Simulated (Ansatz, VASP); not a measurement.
## CsPbCl3 in two plane-wave programs

One calculation is typed for both programs; each brings its own data sets. How far apart do they land? The cell is taken from a series of VASP runs on this material, whose earlier steps may have relaxed, scaled or displaced it; both programs get it as it stands. Other levels of theory on this material are compared in a session of their own. Valence electrons are named where the data sets of a main pair hold unlike numbers.

Program: Ansatz 0.2.0. Level of theory: plane waves, with VASP 6.6.1 beside it; band structure at PBEsol, spin-orbit coupling. Results are calculated unless marked as measured.

**1. The structure**

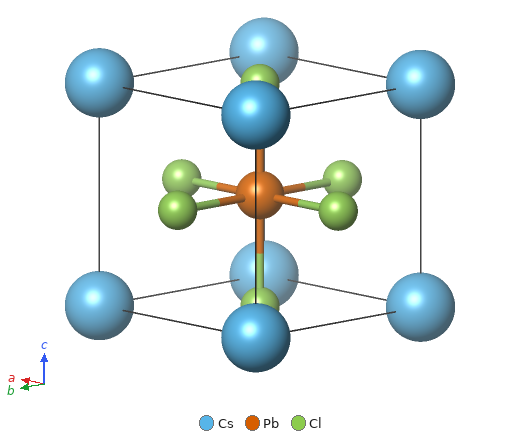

The cell as given, from a free direction (caesium blue, lead orange, chlorine green). Some periodic images of atoms are drawn too.

**2. Ansatz: band structure, PBEsol, spin-orbit coupling**

Ansatz runs on its fully relativistic PAW (standard-fr) files.

Levels along a path test the potential and the projectors away from the mesh points.

input.yaml

```yaml
crystal:
  lattice:
    - [5.605, 0.0, 0.0]
    - [0.0, 5.605, 0.0]
    - [0.0, 0.0, 5.605]
  atoms:
    - { symbol: Cs, position: [0.0, 0.0, 0.0] }
    - { symbol: Pb, position: [0.5, 0.5, 0.5] }
    - { symbol: Cl, position: [0.5, 0.5, 0.0] }
    - { symbol: Cl, position: [0.0, 0.5, 0.5] }
    - { symbol: Cl, position: [0.5, 0.0, 0.5] }
hamiltonian:
  xc: pbesol
  pseudopotentials: { kind: paw_fr }
magnetization:
  noncollinear: true
  spin_orbit: true
kpoints:
  mp_grid: { grid: [6, 6, 6] }
  band_path:
    path:
      - [0.0, 0.0, 0.0]
      - [0.0, 0.1, 0.0]
      - [0.0, 0.2, 0.0]
      - [0.0, 0.3, 0.0]
      - [0.0, 0.43333, 0.0]
      - [0.0, 0.5, 0.0]
      - [0.1, 0.5, 0.0]
      - [0.2, 0.5, 0.0]
      - [0.33333, 0.5, 0.0]
      - [0.43333, 0.5, 0.0]
      - [0.5, 0.5, 0.0]
      - [0.36667, 0.36667, 0.0]
      - [0.26667, 0.26667, 0.0]
      - [0.16667, 0.16667, 0.0]
      - [0.06667, 0.06667, 0.0]
      - [0.03333, 0.03333, 0.03333]
      - [0.13333, 0.13333, 0.13333]
      - [0.23333, 0.23333, 0.23333]
      - [0.33333, 0.33333, 0.33333]
      - [0.46667, 0.46667, 0.46667]
      - [0.5, 0.5, 0.5]
      - [0.46667, 0.5, 0.46667]
      - [0.36667, 0.5, 0.36667]
      - [0.23333, 0.5, 0.23333]
      - [0.13333, 0.5, 0.13333]
      - [0.03333, 0.5, 0.03333]
      - [0.5, 0.5, 0.03333]
      - [0.5, 0.5, 0.16667]
      - [0.5, 0.5, 0.26667]
      - [0.5, 0.5, 0.36667]
      - [0.5, 0.5, 0.5]
    npoints: 1
scf:
  occupations: { method: gaussian, width: 0.02 }
  n_extra_bands: 16
output:
  forces: true
  stress: true
  eigenvalues: true
  write_density: true
  write_potential: true
  elf: true
  volumetric_format: npy
```

On the command line:

```
ansatz run input.yaml --threads 2 --pin off --max-ram 4608MiB --backend cpu --events-out ev --progress --plain --runs-dir out
```

Numbers of over 12 decimals in the logs are rounded to 6 here.

Log:

```text
scf.n_extra_bands = 16 over 44 filled bands (N_el = 44.0): the run solves 60 bands
Engine: ansatz 0.2.0, aarch64-unknown-linux-gnu
Pseudopotentials: kind: paw_fr
Pseudopotential: Cs, paw_fr, valence charge 9, recommended cutoff 420 eV (normal), Cs.paw.azcp#standard-fr
Pseudopotential: Pb, paw_fr, valence charge 14, recommended cutoff 420 eV (normal), Pb.paw.azcp#standard-fr
Pseudopotential: Cl, paw_fr, valence charge 7, recommended cutoff 420 eV (normal), Cl.paw.azcp#standard-fr
Functional definition: PBEsol
  exchange = pbesol_x
  correlation = pbesol_c
non-collinear run that drives no moment, with spin-orbit: no starting moment large enough to seed its density (crystal.atoms[].spin), no starting occupations that ask for one, no magnetisation constraint and no magnetic field, so the semilocal B_xc is pinned to zero
Crystal: 5 atoms, lattice volume = 176.087 Å³
Basis set: ecut = 420 eV, 3407 PW (Γ), exchange–correlation on 80×80×80 points (8 copies of the dense FFT grid, shifted against one another)
Bands: 60, of which v1, the nominal top of the filled ones, is band 44 counted from 1 (43 counted from 0)
Symmetry: 48 space group operations + 48 with time reversal
Magnetic group: BNS 221.93 (UNI 1595), of the structure as read, at distance tolerance 5.6e-5 Å
k-points: 20 of 216
Projection manifold: j_resolved (fully-relativistic pseudo-atomic orbitals)
Non-local potential: Cs, projectors of the file, l = 0: 3, l = 1: 4, l = 2: 4, l = 3: 4
Non-local potential: Pb, projectors of the file, l = 0: 2, l = 1: 4, l = 2: 4, l = 3: 4
Non-local potential: Cl, projectors of the file, l = 0: 2, l = 1: 4, l = 2: 4
PAW form: soft (Blöchl's): semilocal exchange-correlation on the pseudo side does not see the compensation charge
PAW frozen core: Cs, regenerated for the run's functional, and the local potential with it (the file was generated under x = pbe(κ = 0.804, μ = 0.219515), c = pbe(β = 0.066725))
PAW frozen core: Pb, regenerated for the run's functional, and the local potential with it (the file was generated under x = pbe(κ = 0.804, μ = 0.219515), c = pbe(β = 0.066725))
PAW frozen core: Cl, regenerated for the run's functional, and the local potential with it (the file was generated under x = pbe(κ = 0.804, μ = 0.219515), c = pbe(β = 0.066725))
PAW one-centre angular grid: Cs, 194 points (default); XC on 64 Gauss nodes
PAW one-centre angular grid: Pb, 590 points (default); XC on 96 Gauss nodes
PAW one-centre angular grid: Cl, 110 points (default); XC on 64 Gauss nodes
Initial density: superposition of atomic densities (chi_scale 0.1, normalization cell, long waves kept (reshape's long-wave potential 0.01 eV rms))
Initial wavefunctions: pseudopotential atomic-orbital guess
Functional: x = pbesol(κ = 0.804, μ = 0.123457), c = pbesol(β = 0.046)
SCF iter   1: F=—  HF=-20573.517504 eV  |F-HF|=—  |Δ(HF+E_count)|=         —  Δρ=2.39e-2  dr2=2.40e0  dr2_m=0.00e0 (ungated)  ethr=3.10e-3  |M|=0.00e0 ∫|m|=0.00e0 μB  |m|>n=0.0e0 m-floor=0.0e0 τ_xc=0.0e0  β_m=0.30  ⟨swp⟩=10.0  Hψ=3418  notcnv=0  defer=30
preconditioner: auto → Resta (q_TF=auto, 2.165 Å⁻¹)  ε∞=3.0  [insulator: Δε(μ)=0.378 eV  Ē_g=12.974 eV  σ=0.020 eV  W_gap=1.00  n_scr=26 (ndim 8)  ℏωp=18.1 eV  f_vac=0.014  D(μ)=0.00/eV (n_scr^D=0)  ε∞_Penn≈3.0]
spin=Noncollinear: Resta preconditioning applied to the charge; magnetization (m_x, m_y, m_z) channels mix plain (no charge-response kernel on spin).
SCF iter   2: F=—  HF=-20572.948230 eV  |F-HF|=—  |Δ(HF+E_count)|=   5.69e-1  Δρ=1.55e-2  dr2=1.22e0  dr2_m=0.00e0 (ungated)  ethr=3.10e-3  |M|=0.00e0 ∫|m|=0.00e0 μB  |m|>n=0.0e0 m-floor=0.0e0 τ_xc=0.0e0  β_m=0.62  ⟨swp⟩=2.4  Hψ=764  notcnv=0  defer=200
SCF iter   3: F=—  HF=-20572.359547 eV  |F-HF|=—  |Δ(HF+E_count)|=   5.89e-1  Δρ=3.58e-3  dr2=6.03e-2  dr2_m=0.00e0 (ungated)  ethr=2.77e-3  |M|=0.00e0 ∫|m|=0.00e0 μB  |m|>n=0.0e0 m-floor=0.0e0 τ_xc=0.0e0  β_m=0.71  ⟨swp⟩=3.6  Hψ=1269  notcnv=0  defer=202
SCF iter   4: F=—  HF=-20572.340395 eV  |F-HF|=—  |Δ(HF+E_count)|=   1.92e-2  Δρ=1.52e-3  dr2=5.61e-3  dr2_m=0.00e0 (ungated)  ethr=1.37e-4  |M|=0.00e0 ∫|m|=0.00e0 μB  |m|>n=0.0e0 m-floor=0.0e0 τ_xc=0.0e0  β_m=0.85  ⟨swp⟩=3.8  Hψ=1141  notcnv=0  defer=218
SCF iter   5: F=—  HF=-20572.341404 eV  |F-HF|=—  |Δ(HF+E_count)|=   1.01e-3  Δρ=2.28e-4  dr2=8.68e-5  dr2_m=0.00e0 (ungated)  ethr=1.27e-5  |M|=0.00e0 ∫|m|=0.00e0 μB  |m|>n=0.0e0 m-floor=0.0e0 τ_xc=0.0e0  β_m=0.93  ⟨swp⟩=2.4  Hψ=1034  notcnv=0  defer=218
SCF iter   6: F=—  HF=-20572.341479 eV  |F-HF|=—  |Δ(HF+E_count)|=   7.42e-5  Δρ=5.06e-5  dr2=5.53e-6  dr2_m=0.00e0 (ungated)  ethr=1.97e-7  |M|=0.00e0 ∫|m|=0.00e0 μB  |m|>n=0.0e0 m-floor=0.0e0 τ_xc=0.0e0  β_m=0.93  ⟨swp⟩=2.0  Hψ=928  notcnv=0  defer=218
SCF iter   7: F=—  HF=-20572.341484 eV  |F-HF|=—  |Δ(HF+E_count)|=   5.65e-6  Δρ=1.28e-5  dr2=2.24e-7  dr2_m=0.00e0 (ungated)  ethr=1.26e-8  |M|=0.00e0 ∫|m|=0.00e0 μB  |m|>n=0.0e0 m-floor=0.0e0 τ_xc=0.0e0  β_m=0.93  ⟨swp⟩=2.0  Hψ=931  notcnv=0  defer=218
SCF iter   8: F=-20572.341484 eV  HF=-20572.341484 eV  |F-HF|=1.05e-8  |Δ(HF+E_count)|=   2.36e-7  Δρ=1.83e-6  dr2=8.14e-9  dr2_m=0.00e0 (ungated)  ethr=2.27e-10  |M|=0.00e0 ∫|m|=0.00e0 μB  |m|>n=0.0e0 m-floor=0.0e0 τ_xc=0.0e0  ⟨swp⟩=19.4  Hψ=5566  notcnv=0
SCF 1 converged in 8 iterations: F = -20572.341484 eV  dr2 = 8.14e-9
  greatest PAW one-centre occupation: 0.981 electrons in one spin orbital (limit 2), on the Pb atom at site 1 (counted from 0), in its partial waves of l = 2
NSCF: frozen V_eff on 31 k-points
SCF converged after 8 iterations
Magnetization: |M| = 0.0000 μB,  M = (+0.0000, +0.0000, +0.0000) μB
Absolute magnetization: 0.0000 μB (∫|m|)
  site 0: m = (+0.0000, +0.0000, +0.0000) μB, |m| = 0.0000 μB  (R = 1.63 Å)
  site 1: m = (+0.0000, +0.0000, +0.0000) μB, |m| = 0.0000 μB  (R = 1.16 Å)
  site 2: m = (+0.0000, +0.0000, +0.0000) μB, |m| = 0.0000 μB  (R = 1.16 Å)
  site 3: m = (+0.0000, +0.0000, +0.0000) μB, |m| = 0.0000 μB  (R = 1.16 Å)
  site 4: m = (+0.0000, +0.0000, +0.0000) μB, |m| = 0.0000 μB  (R = 1.16 Å)
Free energy (F): -20572.341484 eV
Harris-Foulkes:  -20572.341484 eV  (|F-HF|=1.05e-8)
Internal energy: -20572.341484 eV  (E = F + TS)
E sigma→0 (E₀):  -20572.341484 eV
Fermi energy:    4.336501 eV
--- Per-component energies (eV) ---
  E_band       = -237.054260
  E_kinetic    = 912.122527
  E_local      = -2669.998951  (includes V_loc(G=0)·N_el)
  E_nonlocal   = 470.765142
  E_hartree    = 1008.867109
  E_xc         = -710.350296
  E_vxc        = -623.611441  (∫ρ·V_xc dr)
  E_paw        = -17204.003177  (= ΣΔE_a)
  E_vpaw       = -344.064384  (= ΣTr[D̂ρ^β])
  E_aug_tail   = 0.000325  (compensation charges beyond the density's cutoff)
  E_ewald      = -2380.199303
  E_core_change = 0.455142  (= ΣΔE_core)
  E_smearing   = -0.000000  (= −TS)
  E_closure    = -0.000000  (closes the sum)
  Σ components = -20572.341484   (vs F -20572.341484, Δ=0.00e0)
--- Forces (eV/Å), atoms counted from 1 ---
  atom   1  Cs    -0.00000000     0.00000000    -0.00000000
  atom   2  Pb     0.00000000     0.00000000    -0.00000000
  atom   3  Cl     0.00000000    -0.00000000     0.00000000
  atom   4  Cl     0.00000000    -0.00000000     0.00000000
  atom   5  Cl     0.00000000     0.00000000     0.00000000
  max |Σ_I F_I| component: 3.31e-29 eV/Å
--- Stress (GPa, compression-positive) ---
        0.062661       0.000000       0.000000
       -0.000000       0.062661       0.000000
        0.000000       0.000000       0.062661
  P = ⅓ Tr σ = 0.0627 GPa (0.627 kbar)
--- Band table (eV; the first three rows and the last of 20) ---
  k-point 0: bands = [... 40 lower, 1.5185, 1.5185, 1.5185, 1.5185, 7.2165, 7.2165, 8.2054, 8.2054, ... 12 higher]
  k-point 1: bands = [... 40 lower, 1.4883, 1.4883, 1.5157, 1.5157, 7.4748, 7.4748, 8.3285, 8.3285, ... 12 higher]
  k-point 2: bands = [... 40 lower, 1.4227, 1.4227, 1.8299, 1.8299, 7.2698, 7.2698, 8.1769, 8.1769, ... 12 higher]
  k-point 19: bands = [... 40 lower, 1.8146, 1.8146, 4.0449, 4.0449, 4.6281, 4.6281, 6.2573, 6.2573, ... 12 higher]
```

The job ended after 65 s (2 threads of Arm Neoverse V1, shared host; peak memory 0.95 GiB; 2.1 min of CPU time).

(Continued in part 2 of 2.)

[Lines on the potential files, build, host, timing and source positions are cut from VASP's logs without a mark.]

[Logs are printed without paths, hosts, clocks, repeated set-up lines and the standing remarks that a program may print on its own settings, such as how far it seeks lower states.]

[Hosts, paths, dates, database ids (printed as entryN), source tags and the programs' standing remarks are cut or masked in the printed files.]
